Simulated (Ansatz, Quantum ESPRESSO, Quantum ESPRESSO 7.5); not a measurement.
# vacuum gap of 3.5 Å between two Pt(111) faces: ballistic transmission

Wanted: the transmission near the Fermi level and the conductance of this junction: vacuum gap of 3.5 Å between two Pt(111) faces.

Main program and level: Quantum ESPRESSO 7.5; plane-wave DFT, LDA, GBRV ultrasoft pseudopotentials (cross-check by Ansatz 0.2.0 with PAW datasets).

### 1. Starting point

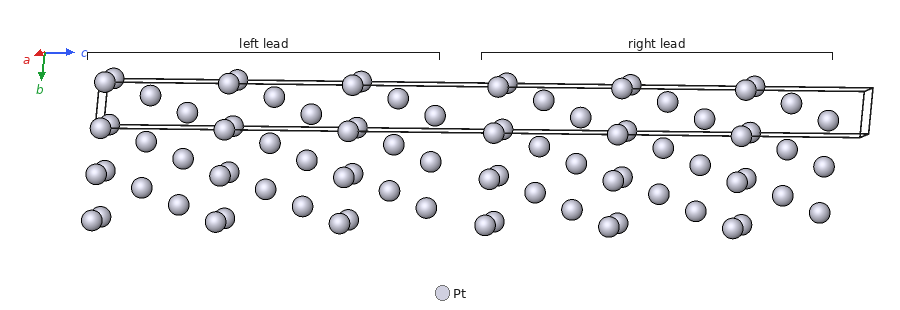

Start, viewed from the side, with the c axis across the page; platinum light grey. 1×3×1 cells are drawn. Some periodic images of atoms are drawn too.

The cell holds 18 atoms: 18 Pt. Cell: a = 2.807 Å, b = 2.807 Å, c = 42.465 Å, α = 90.0°, β = 90.0°, γ = 60.0°. It derives from Pt. Regions: left lead, 9 atoms (9 Pt); right lead, 9 atoms (9 Pt). The structure is stacked along c, and the current runs across the ab planes.

### 2. Self-consistent run

One periodic cell holds a stretch of lead, the junction and more lead; the atoms stay as built.

scf.in reads:

```
&control
  prefix = 'scf'
  outdir = './out'
  pseudo_dir = './pseudo'
  calculation = 'scf'
  tprnfor = .true.
/
&system
  ibrav = 0
  nat = 18
  ntyp = 1
  ecutwfc = 40
  ecutrho = 200
  occupations = 'smearing'
  smearing = 'mv'
  degauss = 0.01
/
&electrons
  conv_thr = 1e-07
  mixing_beta = 0.25
  electron_maxstep = 120
  mixing_mode = 'local-TF'
/
ATOMIC_SPECIES
  Pt  195.0840  pt_lda_v1.4.uspp.F.UPF
CELL_PARAMETERS angstrom
  2.80721392131059 0.00000000000000 0.00000000000000
  1.40360696065530 2.43111856971230 0.00000000000000
  0.00000000000000 0.00000000000000 42.46536966760785
ATOMIC_POSITIONS crystal
  Pt  0.000000000000 0.000000000000 0.000000000000
  Pt  0.333333333000 0.333333333000 0.053975288255
  Pt  0.666666667000 0.666666667000 0.107950576511
  Pt  0.000000000000 0.000000000000 0.161925864766
  Pt  0.333333333000 0.333333333000 0.215901153022
  Pt  0.666666667000 0.666666667000 0.269876441277
  Pt  0.000000000000 0.000000000000 0.323851729533
  Pt  0.333333333000 0.333333333000 0.377827017788
  Pt  0.666666667000 0.666666667000 0.431802306043
  Pt  0.000000000000 0.000000000000 0.514222405701
  Pt  0.333333333000 0.333333333000 0.568197693957
  Pt  0.666666667000 0.666666667000 0.622172982212
  Pt  0.000000000000 0.000000000000 0.676148270467
  Pt  0.333333333000 0.333333333000 0.730123558723
  Pt  0.666666667000 0.666666667000 0.784098846978
  Pt  0.000000000000 0.000000000000 0.838074135234
  Pt  0.333333333000 0.333333333000 0.892049423489
  Pt  0.666666667000 0.666666667000 0.946024711745
K_POINTS automatic
  10 10 1 0 0 0
```

Run with:

```bash
OMP_NUM_THREADS=1 mpirun -n 4 pw.x -nk 4 -in scf.in > scf.out
```

Output:

```text
Program PWSCF v.7.5 starts
[citation notice left out]

     Parallel version (MPI & OpenMP), running on       4 processor cores
     Number of MPI processes:                 4
     Threads/MPI process:                     1

     MPI processes distributed on     1 nodes
[...]
Current dimensions of program PWSCF are:
     Max number of different atomic species (ntypx) = 10
     Max number of k-points (npk) =  40000
     Max angular momentum in pseudopotentials (lmaxx) =  4
     Message from routine setup:
     using ibrav=0 with symmetry is DISCOURAGED, use correct ibrav instead

     K-points division:     npool     =       4
     Subspace diagonalization in iterative solution of the eigenvalue problem:
     a serial algorithm will be used

     G-vector sticks info
     --------------------
     sticks:   dense  smooth     PW     G-vecs:    dense   smooth      PW
     Sum         379     313     97                93163    67031   12051

     Using Slab Decomposition

     bravais-lattice index     =            0
     lattice parameter (alat)  =       5.3049  a.u.
     unit-cell volume          =    1955.7492 (a.u.)^3
     number of atoms/cell      =           18
     number of atomic types    =            1
     number of electrons       =       288.00
     number of Kohn-Sham states=          173
     kinetic-energy cutoff     =      40.0000  Ry
     charge density cutoff     =     200.0000  Ry
     scf convergence threshold =      1.0E-07
     mixing beta               =       0.2500
     number of iterations used =            8  local-TF  mixing
     Exchange-correlation=  SLA  PZ   NOGX NOGC
                           (   1   1   0   0   0   0   0)

     celldm(1)=   5.304865  celldm(2)=   0.000000  celldm(3)=   0.000000
     celldm(4)=   0.000000  celldm(5)=   0.000000  celldm(6)=   0.000000

     crystal axes: (cart. coord. in units of alat)
               a(1) = (   1.000000   0.000000   0.000000 )
               a(2) = (   0.500000   0.866025   0.000000 )
               a(3) = (   0.000000   0.000000  15.127230 )

     reciprocal axes: (cart. coord. in units 2 pi/alat)
               b(1) = (  1.000000 -0.577350  0.000000 )
               b(2) = (  0.000000  1.154701  0.000000 )
               b(3) = (  0.000000  0.000000  0.066106 )

     PseudoPot. # 1 for Pt read from file:
     ./pseudo/pt_lda_v1.4.uspp.F.UPF
     Pseudo is Ultrasoft + core correction, Zval = 16.0
     Generated by new atomic code, or converted to UPF format
     Using radial grid of  985 points,  6 beta functions with:
                l(1) =   0
                l(2) =   0
                l(3) =   1
                l(4) =   1
                l(5) =   2
                l(6) =   2
     Q(r) pseudized with  8 coefficients,  rinner =    1.300   1.300   1.300
                                                       1.300   1.300

     atomic species   valence    mass     pseudopotential
     Pt               16.00   195.08400     Pt( 1.00)

      6 Sym. Ops. (no inversion) found

   Cartesian axes

     site n.     atom                  positions (alat units)
         1        Pt     tau(   1) = (   0.0000000   0.0000000   0.0000000  )
         2        Pt     tau(   2) = (   0.5000000   0.2886751   0.8164966  )
         3        Pt     tau(   3) = (   1.0000000   0.5773503   1.6329932  )
         4        Pt     tau(   4) = (   0.0000000   0.0000000   2.4494897  )
         5        Pt     tau(   5) = (   0.5000000   0.2886751   3.2659863  )
         6        Pt     tau(   6) = (   1.0000000   0.5773503   4.0824829  )
         7        Pt     tau(   7) = (   0.0000000   0.0000000   4.8989795  )
         8        Pt     tau(   8) = (   0.5000000   0.2886751   5.7154761  )
         9        Pt     tau(   9) = (   1.0000000   0.5773503   6.5319726  )
        10        Pt     tau(  10) = (   0.0000000   0.0000000   7.7787604  )
        11        Pt     tau(  11) = (   0.5000000   0.2886751   8.5952570  )
        12        Pt     tau(  12) = (   1.0000000   0.5773503   9.4117536  )
        13        Pt     tau(  13) = (   0.0000000   0.0000000  10.2282502  )
        14        Pt     tau(  14) = (   0.5000000   0.2886751  11.0447467  )
        15        Pt     tau(  15) = (   1.0000000   0.5773503  11.8612433  )
        16        Pt     tau(  16) = (   0.0000000   0.0000000  12.6777399  )
        17        Pt     tau(  17) = (   0.5000000   0.2886751  13.4942365  )
        18        Pt     tau(  18) = (   1.0000000   0.5773503  14.3107331  )

     number of k points=    14  Marzari-Vanderbilt smearing, width (Ry)=  0.0100
                       cart. coord. in units 2pi/alat
        k(    1) = (   0.0000000   0.0000000   0.0000000), wk =   0.0200000
        k(    2) = (   0.0000000   0.1154701   0.0000000), wk =   0.1200000
        k(    3) = (   0.0000000   0.2309401   0.0000000), wk =   0.1200000
        k(    4) = (   0.0000000   0.3464102   0.0000000), wk =   0.1200000
        k(    5) = (   0.0000000   0.4618802   0.0000000), wk =   0.1200000
        k(    6) = (   0.0000000  -0.5773503   0.0000000), wk =   0.0600000
        k(    7) = (   0.1000000   0.1732051   0.0000000), wk =   0.1200000
        k(    8) = (   0.1000000   0.2886751   0.0000000), wk =   0.2400000
        k(    9) = (   0.1000000   0.4041452   0.0000000), wk =   0.2400000
        k(   10) = (   0.1000000  -0.6350853   0.0000000), wk =   0.2400000
[...]
k(   14) = (   0.3000000  -0.6350853   0.0000000), wk =   0.1200000

     Dense  grid:    93163 G-vectors     FFT dimensions: (  24,  24, 375)

     Smooth grid:    67031 G-vectors     FFT dimensions: (  24,  24, 324)

     Estimated max dynamical RAM per process >     344.75 MB

     Estimated total dynamical RAM >       1.28 GB

     Initial potential from superposition of free atoms

     starting charge     278.9998, renormalised to     288.0000

     negative rho (up, down):  3.268E+00 0.000E+00
     Starting wfcs are  216 randomized atomic wfcs

     total cpu time spent up to now is        6.8 secs

     per-process dynamical memory:   199.9 Mb

     Self-consistent Calculation

     iteration #  1     ecut=    40.00 Ry     beta= 0.25
     Davidson diagonalization with overlap
     ethr =  1.00E-02,  avg # of iterations =  2.4

     negative rho (up, down):  3.106E+00 0.000E+00

     total cpu time spent up to now is       24.9 secs

     total energy              =   -3797.13621708 Ry
     estimated scf accuracy    <      24.86976286 Ry

     iteration #  2     ecut=    40.00 Ry     beta= 0.25
[...]
18.1820  18.2174  18.3354  18.4302  18.4627  18.6107  18.6922  18.7406
    18.7544  18.8872  19.0212  19.0485  19.1379  19.2335  19.3313  19.4652
    19.4772  19.5231  19.6478  19.8292  20.0199  20.0788  20.1917  20.3116
    20.4091  20.4565  20.4775  20.7685  21.4408  21.7206  22.2394  23.0171
    23.1792  24.0878  24.6701  26.0801  26.7250  27.8856  28.5298  29.9453
    30.4281  31.9751  32.3266  33.2794  33.8933

          k = 0.0000 0.3464 0.0000 (  8347 PWs)   bands (ev):

   -32.4812 -32.4784 -32.4698 -32.4598 -32.4589 -32.4530 -32.4519 -32.4416
   -32.4380 -32.4302 -32.4195 -32.4067 -32.3941 -32.3895 -32.3811 -32.3732
   -32.3682 -32.3638 -32.3535 -32.3393 -32.3229 -32.3052 -32.2866 -32.2746
   -32.2745 -32.2694 -32.2665 -32.2601 -32.2561 -32.2543 -32.2470 -32.2449
   -32.2392 -32.2328 -32.2300 -32.2212 -32.2209 -32.2125 -32.2103 -32.2036
   -32.1986 -32.1974 -32.1950 -32.1927 -32.1868 -32.1846 -32.1842 -32.1772
   -32.0693 -32.0691 -31.9248 -31.9246 -31.6991 -31.6967  12.8780  12.9370
    13.0318  13.1628  13.3106  13.4632  13.6243  13.7737  13.9143  14.0584
    14.1834  14.2902  14.4022  14.5342  14.6770  14.7059  14.7504  14.8261
    14.8753  14.9264  15.0088  15.0222  15.1452  15.2910  15.4455  15.6172
    15.7776  15.9297  16.0677  16.1674  16.2793  16.3033  16.4263  16.4435
    16.5707  16.6110  16.6974  16.7473  16.8007  16.8720  16.9610  17.0059
    17.0140  17.0241  17.0248  17.0738  17.0765  17.1648  17.1721  17.2839
    17.2917  17.4189  17.4461  17.5719  17.5911  17.6228  17.6928  17.8033
    17.8147  17.8834  18.0064  18.0411  18.1930  18.3455  18.4788  18.6051
    18.7219  18.7870  18.8073  18.8266  18.8425  18.9087  18.9313  18.9952
    19.0272  19.0343  19.0465  19.0927  19.1014  19.1306  19.1743  19.2596
    19.3414  19.3637  19.4038  19.4678  19.5504  19.6156  19.6624  19.7012
    19.7599  19.8811  19.8906  20.0429  20.0658  20.2242  20.3737  20.4632
    20.5290  20.6831  21.2174  21.5841  22.3445  22.7554  23.2172  23.9718
    24.4355  25.0656  26.2817  26.5089  28.0099  28.2438  29.6584  29.6744
    29.8423  30.0151  30.2613  30.4597  30.6084

          k = 0.0000 0.4619 0.0000 (  8344 PWs)   bands (ev):

   -32.5282 -32.5273 -32.5205 -32.5146 -32.5121 -32.5085 -32.5038 -32.4968
   -32.4894 -32.4832 -32.4756 -32.4709 -32.4620 -32.4548 -32.4507 -32.4482
   -32.3757 -32.3666 -32.3519 -32.3329 -32.3170 -32.3030 -32.2972 -32.2971
   -32.2902 -32.2895 -32.2826 -32.2808 -32.2761 -32.2754 -32.2691 -32.2680
   -32.2596 -32.2569 -32.2496 -32.2436 -32.2398 -32.2310 -32.2307 -32.2214
   -32.2177 -32.2152 -32.2125 -32.2093 -32.2029 -32.2025 -32.1999 -32.1946
   -32.1348 -32.1345 -31.9439 -31.9437 -31.6923 -31.6907  13.3232  13.3901
    13.5015  13.6517  13.7803  13.8208  13.8234  13.8883  13.9706  14.0029
    14.0650  14.1162  14.1697  14.2314  14.2811  14.3033  14.3694  14.4450
    14.4934  14.5793  14.6467  14.7412  14.7583  14.8680  15.0848  15.3182
    15.5719  15.7980  15.9708  16.1535  16.3683  16.5477  16.6276  16.6643
    16.7233  16.7462  16.7811  16.8041  16.8569  16.8623  16.9616  17.0081
    17.1038  17.1504  17.2471  17.2811  17.4041  17.4884  17.5666  17.7233
    17.7819  17.9204  17.9822  18.0796  18.2514  18.2541  18.4450  18.5452
    18.5583  18.8269  18.9398  19.1258  19.1510  19.2497  19.3670  19.6131
    19.6166  19.7947  19.8345  19.9281  19.9320  19.9409  19.9630  19.9952
    20.0339  20.0604  20.0713  20.0838  20.1285  20.1567  20.1589  20.1885
    20.2185  20.2307  20.2459  20.2621  20.2776  20.2981  20.3268  20.3663
    20.4172  20.4216  20.4733  20.4957  20.5573  20.5732  20.5802  20.6173
    20.6256  21.2655  21.8488  22.4062  23.2720  23.6109  24.4183  24.9434
    25.3042  25.9705  26.1801  26.4106  26.4952  26.6169  26.7041  26.9962
    27.1213  27.5578  28.1210  28.1412  28.7329

          k = 0.0000-0.5774 0.0000 (  8356 PWs)   bands (ev):

   -32.5567 -32.5557 -32.5489 -32.5383 -32.5334 -32.5330 -32.5248 -32.5243
   -32.5120 -32.5118 -32.4990 -32.4986 -32.4889 -32.4885 -32.4795 -32.4794
   -32.3277 -32.3273 -32.3202 -32.3183 -32.3115 -32.3114 -32.3057 -32.3057
   -32.3009 -32.2990 -32.2982 -32.2970 -32.2911 -32.2866 -32.2843 -32.2760
   -32.2704 -32.2673 -32.2571 -32.2547 -32.2470 -32.2405 -32.2377 -32.2282
   -32.2260 -32.2220 -32.2191 -32.2156 -32.2100 -32.2090 -32.2060 -32.2017
   -32.1566 -32.1563 -31.9512 -31.9509 -31.6897 -31.6886  13.3522  13.4221
    13.5337  13.6438  13.6934  13.6965  13.7801  13.8667  13.8954  14.0163
    14.0647  14.0729  14.1211  14.1446  14.2040  14.2232  14.2554  14.3330
    14.3433  14.3453  14.4893  14.6147  14.6495  14.7293  14.9545  15.2409
    15.5001  15.7958  15.9909  16.1745  16.2915  16.4304  16.5165  16.6160
    16.6483  16.6862  16.7143  16.7755  16.8778  16.9827  16.9843  17.0279
    17.2094  17.2569  17.2673  17.4319  17.5485  17.5872  17.6714  17.9553
    18.0582  18.0817  18.2332  18.4065  18.4513  18.5600  18.8564  19.0354
    19.0506  19.2011  19.3901  19.4149  19.4778  19.7895  19.9925  20.0321
    20.1840  20.1902  20.2736  20.2772  20.3396  20.3534  20.3700  20.3729
    20.3810  20.3956  20.4127  20.4331  20.4545  20.4785  20.5030  20.5291
    20.5558  20.5852  20.6173  20.6614  20.7136  20.7348  20.7649  20.8227
    20.8282  21.0100  21.3099  21.8854  22.1376  22.2088  22.5017  22.5659
    22.6905  22.7728  22.9861  23.0251  23.0924  23.1592  23.2489  23.2556
    23.2845  23.3139  25.6410  25.8366  25.8801  25.9911  26.0974  26.3467
    26.4971  26.9180  26.9457  27.2953  27.6361

[...]
the Fermi energy is    20.3429 ev

!    total energy              =   -3794.29783582 Ry
     estimated scf accuracy    <       0.00000001 Ry
     smearing contrib. (-TS)   =      -0.00007153 Ry
     internal energy E=F+TS    =   -3794.29776429 Ry

     The total energy is F=E-TS. E is the sum of the following terms:
     one-electron contribution =    -909.93987845 Ry
     hartree contribution      =     696.40278110 Ry
     xc contribution           =   -1021.18627141 Ry
     ewald contribution        =   -2559.57439553 Ry

     convergence has been achieved in  13 iterations

     negative rho (up, down):  3.029E+00 0.000E+00

     Forces acting on atoms (cartesian axes, Ry/au):

     atom    1 type  1   force =     0.00000000    0.00000000   -0.00028693
     atom    2 type  1   force =     0.00000000    0.00000000   -0.00010656
     atom    3 type  1   force =     0.00000000    0.00000000   -0.00020052
     atom    4 type  1   force =     0.00000000    0.00000000    0.00003001
     atom    5 type  1   force =     0.00000000    0.00000000    0.00035708
     atom    6 type  1   force =     0.00000000    0.00000000    0.00166007
     atom    7 type  1   force =     0.00000000    0.00000000    0.00097640
     atom    8 type  1   force =     0.00000000    0.00000000   -0.00756045
     atom    9 type  1   force =     0.00000000    0.00000000    0.00482435
     atom   10 type  1   force =     0.00000000    0.00000000   -0.00481410
     atom   11 type  1   force =     0.00000000    0.00000000    0.00756316
     atom   12 type  1   force =     0.00000000    0.00000000   -0.00097661
     atom   13 type  1   force =     0.00000000    0.00000000   -0.00165796
     atom   14 type  1   force =     0.00000000    0.00000000   -0.00036370
     atom   15 type  1   force =     0.00000000    0.00000000   -0.00003791
     atom   16 type  1   force =     0.00000000    0.00000000    0.00020375
     atom   17 type  1   force =     0.00000000    0.00000000    0.00010892
     atom   18 type  1   force =     0.00000000    0.00000000    0.00028099

     Total force =     0.012990     Total SCF correction =     0.000597

[...]
=------------------------------------------------------------------------------=
   JOB DONE.
=------------------------------------------------------------------------------=
```

The job ended after 3.6 min (4 MPI ranks of Arm Neoverse V2, shared host; peak memory 1.5 GiB).

This step gave:

| Quantity | Value |
| --- | --- |
| free energy | -51624.0520 eV |
| Fermi energy | 20.34 eV |

The program's own clock; routines nest. Time by routine:

| routine | wall time (s) | calls |
| --- | --- | --- |
| PWSCF | 213.1 | 1 |
| electrons | 203.3 | 1 |
| c_bands | 179.3 | 13 |
| cegterg | 172.1 | 52 |
| h_psi | 88.77 | 202 |
| fftw | 58.28 | 49062 |
| vloc_psi | 52.33 | 202 |
| calbec | 28.1 | 270 |
| sum_band | 21.46 | 13 |
| add_vuspsi | 17.83 | 202 |
| s_psi | 17.81 | 202 |
| h_psi:calbec | 17.78 | 202 |
| cdiaghg | 7.04 | 198 |
| init_run | 6.75 | 1 |

The run needed 13 iterations to bring the estimated error under 1e-07 Ry; the largest force on any atom, held or free, is 0.19 eV/Å.

[end of part 1 of 4]

[Logs are printed without paths, hosts, clocks, repeated set-up lines and the standing remarks that a program may print on its own settings, such as how far it seeks lower states.]

[Hosts, paths, dates, database ids (printed as entryN), source tags and the programs' standing remarks are cut or masked in the printed files.]

[Maps of the electrostatic potential energy from Ansatz leave out the sawtooth potential of an applied field or a dipole correction, so their vacuum need not be flat; planar profiles and work functions include it.]
